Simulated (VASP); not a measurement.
Band structure of PbS (space group Fm-3m). These are PBE GGA, VASP's PBE PAW potentials (set 64) (plane waves; VASP 6.6.1) values and carry that method's errors.

Unless said otherwise, spin-orbit coupling is left out, though it shifts the bands of the heavy elements here.

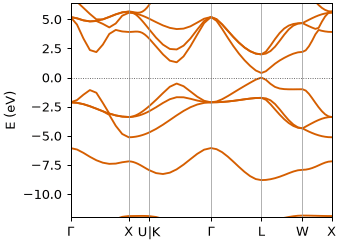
Figure. Bands along high-symmetry lines, zero at the valence-band maximum or, without a gap, the Fermi level

Problem. Read the plot: is there a gap, and where are the band edges?

Solution. The gap is direct, 0.39 eV, from the valence maximum at L to the conduction minimum at L.

The structure is a typed PbS crystal. The cell was not relaxed at this level. The run is one of a series of settings (NBANDS = 22 against the base run), some of them coarse on purpose.
